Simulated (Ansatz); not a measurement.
**InH2O (SMILES [OH][InH]): levels of theory compared**

We compute a comparison of 6 runs (U-revPBE/STO-3G, UBHLYP/STO-3G, UHSE06/STO-3G, USVWN5/STO-3G, RPA@PBE/STO-3G, UCCSD(T)/STO-3G) of InH2O. 

The results are computed with Ansatz 0.2.0.

46 further runs of the same task are left out: 8 that didn't finish, 38 set aside as unsound or not needed.

## 1. The molecule

The species is InH2O (4 atoms), meant as a doublet with charge 0. SMILES: `[OH][InH]`. The In2–O1 distance was set to 5.008 Å, away from the relaxed value. At this shape a bond of the SMILES string is far longer than usual.

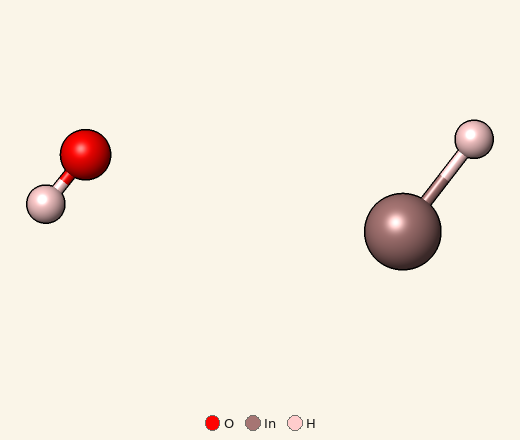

Viewed from a chosen angle; oxygen red, indium brown, hydrogen pink.

## 2. The energy at U-revPBE/STO-3G (run 1)

Input file run.yaml:

```yaml
crystal:
  periodic: [false, false, false]
  atoms:
    - {symbol: O, position_ang: [-1.591845, -3.671390, 0.870248]}
    - {symbol: In, position_ang: [0.563900, 0.746600, -0.088500]}
    - {symbol: H, position_ang: [-1.056645, -4.280190, 1.384348]}
    - {symbol: H, position_ang: [-0.446700, 1.843000, -1.036000]}
basis:
  gaussian:
    orbitals: STO-3G
accuracy: high
magnetization:
  spin_polarized: true
  initial_magnetization: 1
hamiltonian:
  xc: {name: revPBE}
```

On the command line:

```bash
$ ansatz run run.yaml --threads 1 --pin off --max-ram 2610MiB --events-out events.jsonl --progress --plain --runs-dir runs
```

What it wrote:

```text
Warning: RAYON_NUM_THREADS=1 ignored (pool sized by the plan → 1); use --threads N
Functional definition: revPBE
  name "revPBE"
  parameter kappa = 1.245
  parameter beta = 0.06672455060314922
  exchange = pbe_x(kappa = kappa, mu = beta*pi^2/3)
  correlation = pbe_c(beta = beta)
563 factors; integrals over basis functions are off by at most 3.2e-8 eV
mean field evaluation 1: about -156710.2348 eV, gradient 2.6e1 eV
mean field evaluation 2: about -156393.7475 eV, gradient 7.7e1 eV
mean field evaluation 4: about -156602.6273 eV, gradient 4.8e1 eV
mean field evaluation 8: about -156728.2512 eV, gradient 1.4e0 eV
mean field evaluation 16: about -156728.2733 eV, gradient 5.8e-1 eV
mean field evaluation 32: about -156728.2555 eV, gradient 2.2e-4 eV
mean field evaluation 64: about -156728.2545 eV, gradient 3.8e-2 eV
mean field evaluation 96: about -156728.2552 eV, gradient 4.9e-3 eV
mean field evaluation 128: about -156728.2512 eV, gradient 3.6e-3 eV
mean field -156728.25550512 eV, -5759.6571555859 hartree, gradient 2.2e-8 eV, S^2 0.750801; 9 other end points of the search recorded, 0 dependent functions left out
reference -156728.25550801 eV, -5759.6571556922 hartree; 30, 29 occupied and 4, 5 virtual orbitals, 563 factors
Total energy: -156728.25550801 eV, -5759.6571556922 hartree
```

Wall time 18 s (1 thread of Arm Neoverse V2, shared host); peak memory 0.13 GiB.

## 3. The energy at UBHLYP/STO-3G (run 2)

Input file job.yaml:

```yaml
crystal:
  periodic: [false, false, false]
  atoms:
    - {symbol: O, position_ang: [-1.591845, -3.671390, 0.870248]}
    - {symbol: In, position_ang: [0.563900, 0.746600, -0.088500]}
    - {symbol: H, position_ang: [-1.056645, -4.280190, 1.384348]}
    - {symbol: H, position_ang: [-0.446700, 1.843000, -1.036000]}
basis:
  gaussian:
    orbitals: STO-3G
magnetization:
  spin_polarized: true
  initial_magnetization: 1
hamiltonian:
  xc: {name: BHLYP}
accuracy: high
```

On the command line:

```bash
$ ansatz run job.yaml --threads 1 --pin off --max-ram 2610MiB --events-out events.jsonl --progress --plain --runs-dir runs
```

What it wrote:

```text
Warning: RAYON_NUM_THREADS=1 ignored (pool sized by the plan → 1); use --threads N
Functional definition: BHLYP
  name "BHLYP"
  parameter a = 0.5
  exchange = (1 - a)*b88_x + a*exact_x
  correlation = lyp_c
563 factors; integrals over basis functions are off by at most 3.2e-8 eV
mean field evaluation 1: about -156730.5882 eV, gradient 1.9e1 eV
mean field evaluation 2: about -156526.4550 eV, gradient 6.3e1 eV
mean field evaluation 4: about -156615.4094 eV, gradient 4.9e1 eV
mean field evaluation 8: about -156742.5290 eV, gradient 3.9e0 eV
mean field evaluation 16: about -156742.6451 eV, gradient 1.7e-2 eV
mean field evaluation 32: about -156742.6451 eV, gradient 3.3e-7 eV
mean field evaluation 64: about -156741.6729 eV, gradient 3.5e0 eV
mean field -156742.64673436 eV, -5760.1860235060 hartree, gradient 1.4e-8 eV, S^2 0.751297; 6 other end points of the search recorded, 0 dependent functions left out
reference -156742.64675742 eV, -5760.1860243532 hartree; 30, 29 occupied and 4, 5 virtual orbitals, 563 factors
Total energy: -156742.64675742 eV, -5760.1860243532 hartree
```

Wall time 13 s (1 thread of Arm Neoverse V2, shared host); peak memory 0.17 GiB.

Run 3 isn't shown in full; the table further down has it.

## 4. The energy at USVWN5/STO-3G (run 4)

Input file in.yaml:

```yaml
crystal:
  periodic: [false, false, false]
  atoms:
    - {symbol: O, position_ang: [-1.591845, -3.671390, 0.870248]}
    - {symbol: In, position_ang: [0.563900, 0.746600, -0.088500]}
    - {symbol: H, position_ang: [-1.056645, -4.280190, 1.384348]}
    - {symbol: H, position_ang: [-0.446700, 1.843000, -1.036000]}
basis:
  gaussian:
    orbitals: STO-3G
accuracy: high
hamiltonian:
  xc: {name: SVWN5}
magnetization:
  spin_polarized: true
  initial_magnetization: 1
```

On the command line:

```bash
$ ansatz run in.yaml --threads 1 --pin off --max-ram 2610MiB --events-out events.jsonl --progress --plain --runs-dir runs
```

What it wrote:

```text
Warning: RAYON_NUM_THREADS=1 ignored (pool sized by the plan → 1); use --threads N
Functional definition: SVWN5
  name "SVWN5"
  exchange = slater_x
  correlation = vwn5_c
563 factors; integrals over basis functions are off by at most 3.2e-8 eV
mean field evaluation 1: about -156550.5021 eV, gradient 2.7e1 eV
mean field evaluation 2: about -156234.2074 eV, gradient 7.8e1 eV
mean field evaluation 4: about -156443.8712 eV, gradient 4.8e1 eV
mean field evaluation 8: about -156550.7826 eV, gradient 1.6e1 eV
mean field evaluation 16: about -156568.7408 eV, gradient 6.9e-2 eV
mean field evaluation 32: about -156566.3137 eV, gradient 3.9e0 eV
mean field evaluation 64: about -156568.7403 eV, gradient 1.8e-2 eV
mean field evaluation 96: about -156568.7334 eV, gradient 1.2e-1 eV
mean field -156568.74111620 eV, -5753.7951099158 hartree, gradient 3.0e-8 eV, S^2 0.750804; 8 other end points of the search recorded, 0 dependent functions left out
reference -156568.74111844 eV, -5753.7951099982 hartree; 30, 29 occupied and 4, 5 virtual orbitals, 563 factors
Total energy: -156568.74111844 eV, -5753.7951099982 hartree
```

It took 4.8 s on 1 thread of Arm Neoverse V2, shared host; peak memory 0.12 GiB.

Run 5 isn't shown in full; the table further down has it.

## 5. The energy at UCCSD(T)/STO-3G (run 6)

Input file run.yaml:

```yaml
crystal:
  periodic: [false, false, false]
  atoms:
    - symbol: O
      position_ang: [-1.591845, -3.671390, 0.870248]
    - symbol: In
      position_ang: [0.563900, 0.746600, -0.088500]
    - symbol: H
      position_ang: [-1.056645, -4.280190, 1.384348]
    - symbol: H
      position_ang: [-0.446700, 1.843000, -1.036000]
basis:
  gaussian:
    orbitals: STO-3G
magnetization:
  spin_polarized: true
  initial_magnetization: 1
correlation:
  method: ccsd_t
  frozen_orbitals: {H: 0, In: 18, O: 1}
accuracy: high
scf:
  omitted_lower_state_checks: [cluster_reference, increment]
```

On the command line:

```bash
$ ansatz run run.yaml --threads 1 --pin off --max-ram 2610MiB --events-out events.jsonl --progress --plain --runs-dir runs
```

What it wrote:

```text
Warning: RAYON_NUM_THREADS=1 ignored (pool sized by the plan → 1); use --threads N
[... 19 lines left out ...]
19 core orbitals not correlated: weight in the atoms' cores, before any rotation towards them, 1.000 or more for the frozen orbitals, at most 0.000 for the correlated occupied ones
[... 82 lines left out ...]
Total energy: -156677.88550040 eV, -5757.8060920548 hartree
Checks for a lower state left out: cluster_reference, increment
```

It took 4.8 s on 1 thread of Arm Neoverse V2, shared host; peak memory 0.14 GiB.

## 6. The series

```csv
run,level,frozen core orbitals,energy (Eh),⟨S²⟩,wall time
1,U-revPBE/STO-3G,–,-5759.657156,0.751,18 s
2,UBHLYP/STO-3G,–,-5760.186024,0.751,13 s
3,UHSE06/STO-3G,–,-5759.690033,0.751,14 s
4,USVWN5/STO-3G,–,-5753.795110,0.751,4.8 s
5,RPA@PBE/STO-3G,19,-5757.862708,0.751,28 s
6,UCCSD(T)/STO-3G,19,-5757.806092,0.848,4.8 s
```

## 7. Results

```
                                           quantity           value
                                run 6: total energy  -5757.80609 Eh
run 6: correlation energy (19 core orbitals frozen)       -66.6 mEh
                              run 6: (T) correction       -0.08 mEh
           run 6: ⟨S²⟩ of the reference determinant           0.848
                               run 6: T1 diagnostic           0.030
```

In words: Totals of different functionals can't be ranked against each other. In runs 1, 2, 3, 4, 5, 6 the basis is minimal, so the values are rough. In runs 1, 2, 3, 4, 5, 6 relativity is left out where basis or elements ask for it. All runs together took 82 s, the longest 28 s.
